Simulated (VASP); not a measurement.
# MgBe with rev-vdW-DF2: from relaxation to properties, part 3 of 4

What structure does MgBe take at this level, and what are its properties? The cell is generated by rule, not measured, and may not be a known phase.

VASP 6.6.1; rev-vdW-DF2; plane waves and PAW (Mg, Be); invented cell.

So far. Step 3 (Second relaxation): It ends with a largest force of 0.001 eV/Å and a pressure of 0.00 GPa. Step 4 (Density, ELF and potential (rev-vdW-DF2)): In this run the pressure is 0.00 GPa, small enough to go on. The relaxed cell has a = 4.707, c = 3.980 Å (conventional setting).

## 5. Band structure (rev-vdW-DF2)

The mesh alone shows little of the dispersion and can miss band extrema, so KPOINTS_OPT adds a path through the symmetry points after the self-consistent cycle.

INCAR reads:

```
SYSTEM = MgBe
PREC = Accurate
ENCUT = 400
EDIFF = 1E-06
NELM = 100
ISMEAR = 1
SIGMA = 0.2
LREAL = .FALSE.
ALGO = Normal
GGA = MK
AGGAC = 0
LUSE_VDW = .TRUE.
PARAM1 = 0.1234
PARAM2 = 0.711357
ZAB_VDW = -1.8867
LASPH = .TRUE.
LORBIT = 11
LWAVE = .FALSE.
LCHARG = .FALSE.
KPAR = 2
```

POSCAR reads:

```
MgBe
1.0
    4.7070382268      0.0000000000      0.0000000000
    0.0000000000      4.7070382268      0.0000000000
    0.0000000000      0.0000000000      3.9801488218
Mg Be
2 2
Direct
    0.5000000000      0.0000000000      0.5361805287
    0.0000000000      0.5000000000      0.5361805287
    0.5000000000      0.5000000000      0.7890636993
    0.5000000000      0.5000000000      0.2951446932
```

KPOINTS reads:

```
Automatic mesh
0
Gamma
6 6 7
0 0 0
```

KPOINTS_OPT reads:

```
Line mode
16
Line-mode
Reciprocal
  0.00000000   0.00000000   0.00000000 GAMMA
  0.00000000   0.50000000   0.00000000 X

  0.00000000   0.50000000   0.00000000 X
  0.50000000   0.50000000   0.00000000 M

  0.50000000   0.50000000   0.00000000 M
  0.00000000   0.00000000   0.00000000 GAMMA

  0.00000000   0.00000000   0.00000000 GAMMA
  0.00000000   0.00000000   0.50000000 Z

  0.00000000   0.00000000   0.50000000 Z
  0.00000000   0.50000000   0.50000000 R

  0.00000000   0.50000000   0.50000000 R
  0.50000000   0.50000000   0.50000000 A

  0.50000000   0.50000000   0.50000000 A
  0.00000000   0.00000000   0.50000000 Z

  0.00000000   0.50000000   0.00000000 X
  0.00000000   0.50000000   0.50000000 R

  0.50000000   0.50000000   0.00000000 M
  0.50000000   0.50000000   0.50000000 A
```

Potentials, in the order of the species: Mg and Be (PBE family, release 64).

Launch:

```bash
$ mpirun -np 2 vasp_std
```

The log of the run:

```text
[... set-up lines as in an earlier step ...]
 entering main loop
       N       E                     dE             d eps       ncg     rms          rms(c)
[... 3 cycles as in an earlier step ...]
DAV:   4    -0.750206462906E+01   -0.19694E-02   -0.19694E-02  1080   0.956E-01
[... 4 cycles as in an earlier step ...]
DAV:   9    -0.491291724532E+01   -0.17556E-02   -0.11200E-02   848   0.857E-01    0.926E-02
DAV:  10    -0.491272201835E+01    0.19523E-03   -0.91236E-04   880   0.167E-01    0.419E-02
DAV:  11    -0.491268238476E+01    0.39634E-04   -0.39980E-04   776   0.931E-02    0.750E-03
DAV:  12    -0.491268668076E+01   -0.42960E-05   -0.21035E-05   952   0.309E-02    0.437E-03
DAV:  13    -0.491268677196E+01   -0.91199E-07   -0.77850E-06   784   0.115E-02
   1 F= -.49126868E+01 E0= -.49122782E+01  d E =-.122560E-02
 Start KPOINTS_OPT (optional k-point list driver)
k-point batch [1-40\144]
       N       E                     dE             ncg
DAV:   1    -0.653098793855E+01   -0.51744E+04      640
DAV:   2    -0.445601778659E+03   -0.43907E+03      928
DAV:   3    -0.464032873088E+03   -0.18431E+02      936
DAV:   4    -0.464336909750E+03   -0.30404E+00     1048
DAV:   5    -0.464337019893E+03   -0.11014E-03      952
DAV:   6    -0.464337020387E+03   -0.49406E-06     1048
[...]
k-point batch [121-144\144]
       N       E                     dE             ncg
DAV:   1     0.269410993768E+04   -0.53894E+04      384
DAV:   2     0.245399147241E+04   -0.24012E+03      536
DAV:   3     0.244778832266E+04   -0.62031E+01      512
DAV:   4     0.244775202026E+04   -0.36302E-01      552
DAV:   5     0.244775169895E+04   -0.32130E-03      528
DAV:   6     0.244775169418E+04   -0.47754E-05      528
DAV:   7     0.244775169409E+04   -0.93237E-07      536
```

It took 36 s on 2 MPI ranks of Intel Xeon 6975P-C (Granite Rapids), shared host; peak memory 0.75 GiB; 69 s of CPU time.

From OUTCAR (step 5):

```text
   NELECT =       8.0000    total number of electrons

 E-fermi :   1.2341

Total vdW correction in eV:      2.0711633

  Total        0.0050215      0.0050215     -0.0036260      0.0000000     -0.0000000      0.0000000
  in kB        0.0912331      0.0912331     -0.0658779      0.0000000     -0.0000000      0.0000000
  external PRESSURE =       0.0388627 kB  Pullay stress =       0.0000000 kB

 POSITION                                       TOTAL-FORCE (eV/Angst)
 -----------------------------------------------------------------------------------
      2.35352      0.00000      2.13408         0.000000     -0.000000      0.000088
      0.00000      2.35352      2.13408         0.000000     -0.000000      0.000088
      2.35352      2.35352      3.14059         0.000000      0.000000      0.001300
      2.35352      2.35352      1.17472         0.000000      0.000000     -0.001477
 -----------------------------------------------------------------------------------
    total drift:                                0.000000     -0.000000     -0.000020

Total vdW correction in eV:      2.0710350

[... 18 parts as in an earlier step ...]

[... 2 further parts left out ...]
```

The electronic bands at the labelled points (eV, zero at the Fermi level; # counts the bands kept):

| point | #1 | #2 | #3 | #4 | #5 | #6 |
| --- | --- | --- | --- | --- | --- | --- |
| Γ | -6.50 | -1.15 | -1.15 | -0.33 | 0.89 | 1.56 |
| X | -5.64 | -3.95 | -0.70 | -0.11 | 2.30 | 2.89 |
| M | -4.84 | -3.20 | -3.20 | -0.83 | 0.11 | 4.86 |
| Γ | -6.50 | -1.15 | -1.15 | -0.33 | 0.89 | 1.56 |
| Z | -5.23 | -3.56 | 0.31 | 0.31 | 1.69 | 2.10 |
| R | -4.50 | -2.89 | -2.36 | -0.72 | 0.77 | 2.50 |
| A | -3.86 | -2.26 | -1.52 | -1.52 | -0.12 | -0.12 |
| Z | -5.23 | -3.56 | 0.31 | 0.31 | 1.69 | 2.10 |
| jump to X | -5.64 | -3.95 | -0.70 | -0.11 | 2.30 | 2.89 |
| R | -4.50 | -2.89 | -2.36 | -0.72 | 0.77 | 2.50 |
| jump to M | -4.84 | -3.20 | -3.20 | -0.83 | 0.11 | 4.86 |
| A | -3.86 | -2.26 | -1.52 | -1.52 | -0.12 | -0.12 |

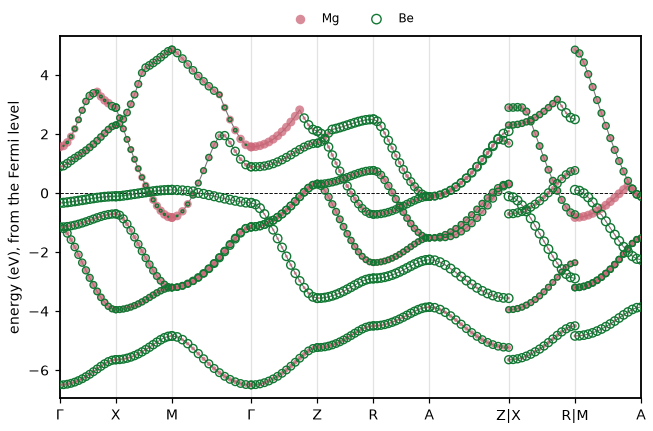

Electronic bands along the path; dots are coloured as in the legend, and their area grows with the weight.

There is no gap at this level.

Of the bands kept, 4 cross the Fermi level on this path.

## 6. Density of states (rev-vdW-DF2)

Here the states are counted by energy and projected on the atoms. The mesh is finer than in the run before.

Changes to INCAR since step 5:

```diff
@@ -5,3 +5,3 @@
 NELM = 100
-ISMEAR = 1
+ISMEAR = -5
 SIGMA = 0.2
@@ -20 +20,2 @@
 KPAR = 2
+NEDOS = 2001
```

POSCAR is that of step 5.

KPOINTS reads:

```
Automatic mesh
0
Gamma
9 9 10
0 0 0
```

Launch:

```bash
$ mpirun -np 2 vasp_std
```

The log of the run:

```text
[... set-up lines as in an earlier step ...]
 entering main loop
       N       E                     dE             d eps       ncg     rms          rms(c)
DAV:   1     0.841783268507E+01    0.84178E+01   -0.24616E+03  1440   0.598E+02
DAV:   2    -0.705741927848E+01   -0.15475E+02   -0.15161E+02  2040   0.671E+01
DAV:   3    -0.750499980020E+01   -0.44758E+00   -0.44742E+00  1936   0.151E+01
DAV:   4    -0.750721692815E+01   -0.22171E-02   -0.21604E-02  2376   0.107E+00
DAV:   5    -0.750722025052E+01   -0.33224E-05   -0.32275E-05  2016   0.317E-02    0.497E+00
DAV:   6    -0.517692465628E+01    0.23303E+01   -0.59693E+00  1664   0.102E+01    0.192E+00
DAV:   7    -0.491931871947E+01    0.25761E+00   -0.24063E+00  1920   0.605E+00    0.587E-01
DAV:   8    -0.491223556777E+01    0.70832E-02   -0.21095E-01  1592   0.207E+00    0.383E-01
DAV:   9    -0.491266623247E+01   -0.43066E-03   -0.13368E-02  1824   0.860E-01    0.153E-01
DAV:  10    -0.491298918627E+01   -0.32295E-03   -0.75592E-03  1840   0.358E-01    0.279E-02
DAV:  11    -0.491305625106E+01   -0.67065E-04   -0.28332E-04  1784   0.116E-01    0.127E-02
DAV:  12    -0.491314843352E+01   -0.92182E-04   -0.30058E-05  2160   0.308E-02    0.142E-03
DAV:  13    -0.491313061953E+01    0.17814E-04   -0.11815E-06  1528   0.676E-03    0.129E-03
DAV:  14    -0.491313830728E+01   -0.76877E-05   -0.19777E-07  1112   0.254E-03    0.532E-04
DAV:  15    -0.491314868209E+01   -0.10375E-04   -0.22639E-07  1016   0.204E-03    0.231E-04
DAV:  16    -0.491314595986E+01    0.27222E-05   -0.25571E-08   928   0.109E-03    0.489E-05
DAV:  17    -0.491314598013E+01   -0.20274E-07   -0.95732E-10   880   0.284E-04
   1 F= -.49131460E+01 E0= -.49131460E+01  d E =0.000000E+00
 -----------------------------------------------------------------------------
|                                                                             |
|           W    W    AA    RRRRR   N    N  II  N    N   GGGG   !!!           |
|           W    W   A  A   R    R  NN   N  II  NN   N  G    G  !!!           |
|           W    W  A    A  R    R  N N  N  II  N N  N  G       !!!           |
|           W WW W  AAAAAA  RRRRR   N  N N  II  N  N N  G  GGG   !            |
|           WW  WW  A    A  R   R   N   NN  II  N   NN  G    G                |
|           W    W  A    A  R    R  N    N  II  N    N   GGGG   !!!           |
|                                                                             |
|     Tetrahedron method does not include variations of the Fermi             |
|     occupations, so forces and stress will be inaccurate. We suggest        |
|     using a different smearing scheme ISMEAR = 1 or 2 for metals in         |
|     relaxations.                                                            |
|                                                                             |
 -----------------------------------------------------------------------------
```

Elapsed: 57 s, on 2 MPI ranks; peak memory 0.77 GiB; 1.8 min of CPU time.

From OUTCAR (step 6):

```text
   k-points           NKPTS =     90   k-points in BZ     NKDIM =     90   number of bands    NBANDS=      8

   NELECT =       8.0000    total number of electrons

 E-fermi :   1.2192

 k-point     1 :       0.0000    0.0000    0.0000
  band No.  band energies     occupation
      1      -5.2505      2.00000
      2       0.1017      2.00000
      3       0.1017      2.00000
      4       0.9363      2.00000
      5       2.1322      0.00000
      6       2.7969      0.00000
      7       4.2029      0.00000
      8       7.3919      0.00000

Total vdW correction in eV:      2.0735379

  Total       -0.0373293     -0.0373293      0.0574805      0.0000000      0.0000000      0.0000000
  in kB       -0.6782132     -0.6782132      1.0443260      0.0000000      0.0000000      0.0000000
  external PRESSURE =      -0.1040335 kB  Pullay stress =       0.0000000 kB

 POSITION                                       TOTAL-FORCE (eV/Angst)
 -----------------------------------------------------------------------------------
      2.35352      0.00000      2.13408         0.000000      0.000000     -0.000423
      0.00000      2.35352      2.13408         0.000000      0.000000     -0.000423
      2.35352      2.35352      3.14059         0.000000      0.000000      0.056197
      2.35352      2.35352      1.17472         0.000000     -0.000000     -0.055352
 -----------------------------------------------------------------------------------
    total drift:                                0.000000     -0.000000     -0.000005

  FREE ENERGIE OF THE ION-ELECTRON SYSTEM (eV)
  ---------------------------------------------------
  free  energy   TOTEN  =        -4.9131459801 eV

  energy  without entropy=       -4.9131459801  energy(sigma->0) =       -4.91314598

Total vdW correction in eV:      2.0735399

[... 6 parts as in an earlier step ...]

[... 10 further parts left out ...]
```

With tetrahedra the forces and stress of a metal are not exact derivatives of the energy.

Numbers from this step:

| Quantity | Value |
| --- | --- |
| SCF cycles | 17 |
| irreducible k-points | 90 |
| Fermi energy | 1.219 eV |
| pressure | -0.01040 GPa |
| DOS at the Fermi level | 1.402 states/eV/cell |

The density of states has structure finer than the step of the table below, so its rows give means over 1 eV, whole bins alone (the curve runs from -8.47 to 3.05 eV). Peaks (eV: height): total -0.2: 2.28, 1.9: 2.34, 2.6: 2.10, 2.9: 2.17; Be p -0.2: 0.760, 1.9: 0.263, 2.9: 0.290; Be s -5.6: 0.368, -2.6: 0.212, 1.9: 0.112, 2.9: 0.0778; Mg p -1.0: 0.09, -0.1: 0.0882, 1.9: 0.0994, 3.0: 0.121.

States under -8.5 eV and over 3.0 eV are left out. The density of states by energy, zero at the Fermi level; means over each step; values in states/eV/cell:

| energy (eV) | total | Be p | Be s | Mg p |
| --- | --- | --- | --- | --- |
| -7 | 0 | 0 | 0 | 0 |
| -6 | 0.663 | 0.0135 | 0.170 | 0.00641 |
| -5 | 1.16 | 0.0608 | 0.314 | 0.0246 |
| -4 | 0.296 | 0.0296 | 0.0523 | 0.00892 |
| -3 | 1.39 | 0.168 | 0.118 | 0.0309 |
| -2 | 1.75 | 0.284 | 0.149 | 0.0515 |
| -1 | 1.75 | 0.411 | 0.0918 | 0.0744 |
| 0 | 1.55 | 0.406 | 0.0297 | 0.0766 |
| 1 | 1.09 | 0.131 | 0.0250 | 0.0630 |
| 2 | 1.71 | 0.214 | 0.0645 | 0.0757 |

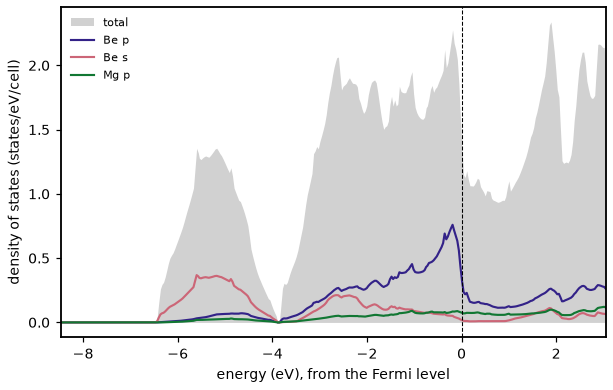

Density of states, plotted against energy.

Force by atom:

```csv
atom,x (eV/Å),y (eV/Å),z (eV/Å),size
Mg1,0.0000,0.0000,-0.0004,0.0004
Mg2,0.0000,0.0000,-0.0004,0.0004
Be3,0.0000,0.0000,0.0562,0.0562
Be4,0.0000,0.0000,-0.0554,0.0554
```

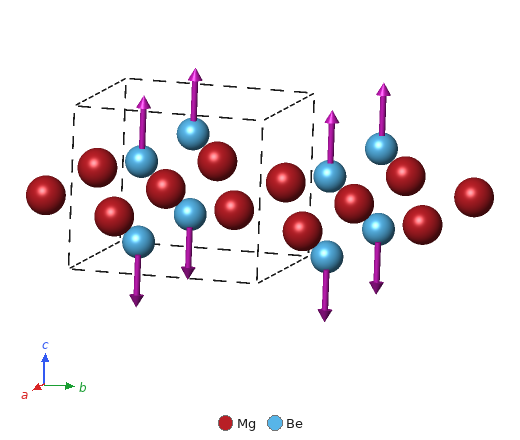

Force as arrows, the longest 0.0562 eV/Å. 2×2×1 cells are drawn. Some periodic images of atoms are drawn too.

The finer mesh and the other smearing move the Fermi level by -0.01 eV from the 6×6×7 run, a small shift, which tests the Fermi level alone.

## 7. Core-level energies (rev-vdW-DF2)

Core levels shift with the potential at each site, so they tell like atoms on unlike sites apart.

Changes to INCAR since step 6:

```diff
@@ -5,3 +5,3 @@
 NELM = 100
-ISMEAR = -5
+ISMEAR = 1
 SIGMA = 0.2
@@ -20,2 +20,2 @@
 KPAR = 2
-NEDOS = 2001
+ICORELEVEL = 1
```

POSCAR is that of step 6.

KPOINTS reads:

```
Automatic mesh
0
Gamma
6 6 7
0 0 0
```

Launch:

```bash
$ mpirun -np 2 vasp_std
```

The log of the run:

```text
[... set-up lines as in an earlier step ...]
 entering main loop
       N       E                     dE             d eps       ncg     rms          rms(c)
[... 13 cycles as in an earlier step ...]
   1 F= -.49126868E+01 E0= -.49122782E+01  d E =-.122560E-02
```

Run time: 37 s. Hardware: 2 MPI ranks; peak memory 0.72 GiB.

Parts of OUTCAR (step 7):

```text
   NELECT =       8.0000    total number of electrons

 the core state eigenenergies are
   1-  1s  -1253.9209  2s    -74.2903  2p    -41.0444
   2-  1s  -1253.9209  2s    -74.2903  2p    -41.0444
   3-  1s    -97.6658
   4-  1s    -97.6108

 E-fermi :   1.2341

Total vdW correction in eV:      2.0711633

Total vdW correction in eV:      2.0710350

[... 19 parts as in an earlier step ...]

[... 2 further parts left out ...]
```

These are scalar-relativistic Kohn-Sham levels of the ground state, with no core hole, so they are not binding energies.

Numbers from this step:

```yaml
scf_cycles: 13
irreducible_k_points: 40
fermi_energy: 1.234 eV
pressure: 0.003886 GPa
```

Kohn-Sham core levels. Core levels, by row:

| atom | shell | level below the Fermi level (eV) |
| --- | --- | --- |
| Mg1 | 1s | 1255 |
| Mg1 | 2s | 75.52 |
| Mg1 | 2p | 42.28 |
| Mg2 | 1s | 1255 |
| Mg2 | 2s | 75.52 |
| Mg2 | 2p | 42.28 |
| Be3 | 1s | 98.9 |
| Be4 | 1s | 98.84 |

Atoms of one element give levels within 0.1 eV of each other.

(Part 3 of 4 ends here.)

[Lines on the potential files, build, host, timing and source positions are cut from VASP's logs without a mark.]

[Logs are printed without paths, hosts, clocks, repeated set-up lines and the standing remarks that a program may print on its own settings, such as how far it seeks lower states.]

[Hosts, paths, dates, database ids (printed as entryN), source tags and the programs' standing remarks are cut or masked in the printed files.]

[A measured line is paired with the nearest computed mode of its activity, which favours agreement.]

[In band tables of VASP the shares of atoms and orbitals are scaled to a sum of 1 inside the atoms' spheres.]
